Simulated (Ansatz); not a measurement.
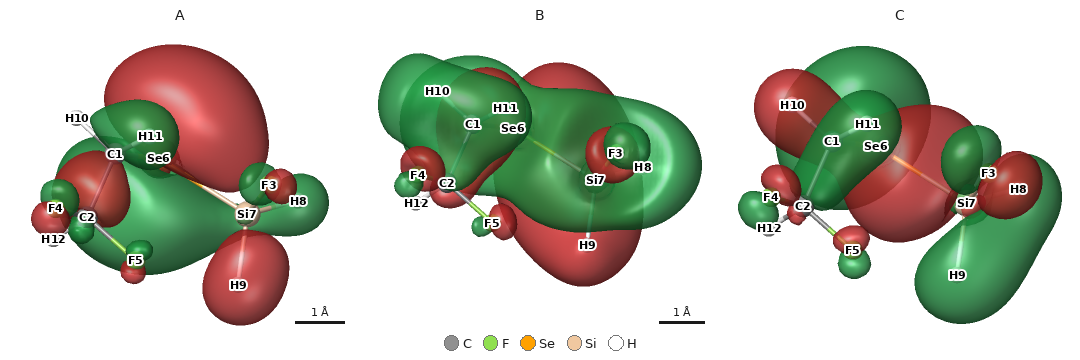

The picture shows: C$_{2}$H$_{5}$F$_{3}$SeSi. Three frontier orbitals at ±0.05 Å⁻³ᐟ² (green and red are the two phases), in no order.

Geometry: r2SCAN-D4/def2-SVP.

Level of theory: isolated molecule in a Gaussian basis; Kohn-Sham density functional theory, functional PBE0 in Ansatz 0.2.0.

The calculation's input:

```
basis:
  gaussian:
    orbitals: def2-SVPD
crystal:
  periodic: [false, false, false]
  atoms:
    - symbol: C
      position_ang: [0.296573, -0.360632, 1.913525]
    - symbol: C
      position_ang: [0.774166, 0.783310, 1.057376]
    - symbol: F
      position_ang: [-2.814206, -0.539536, 0.914501]
    - symbol: F
      position_ang: [1.014923, 1.860085, 1.852520]
    - symbol: F
      position_ang: [-0.209186, 1.140089, 0.178570]
    - symbol: Se
      position_ang: [-0.006653, -2.023664, 0.901067]
    - symbol: Si
      position_ang: [-1.907311, -1.357328, -0.162139]
    - symbol: H
      position_ang: [-2.595113, -2.618131, -0.550611]
    - symbol: H
      position_ang: [-1.703149, -0.477290, -1.337377]
    - symbol: H
      position_ang: [1.058422, -0.603903, 2.667708]
    - symbol: H
      position_ang: [-0.632905, -0.065760, 2.422942]
    - symbol: H
      position_ang: [1.687391, 0.558159, 0.477840]
magnetization:
  spin_polarized: false
  initial_magnetization: 0
hamiltonian:
  xc: {name: PBE0}
output: {forces: true, orbitals: {seedname: orbitals}}
```

Launched as:

```sh
ansatz run input.yaml --threads 2 --pin off --max-ram 5220MiB --events-out events.jsonl --progress --plain --runs-dir runs
```

> Which picture is the HOMO−1, the HOMO and the LUMO?

C is the HOMO−1 (−8.99 eV). Its weight (Hirshfeld) is mainly on Se6 (about 60 %) and Si7 (about 20 %). A is the HOMO (−7.29 eV). It lies mainly on Se6 (about 80 %); largely a lone pair of Se6. B is the LUMO (−0.91 eV). It lies mainly on Se6 (about 35 %), Si7 (about 25 %) and C1 (about 15 %).

> What is the HOMO–LUMO gap?

6.38 eV between the orbital energies.
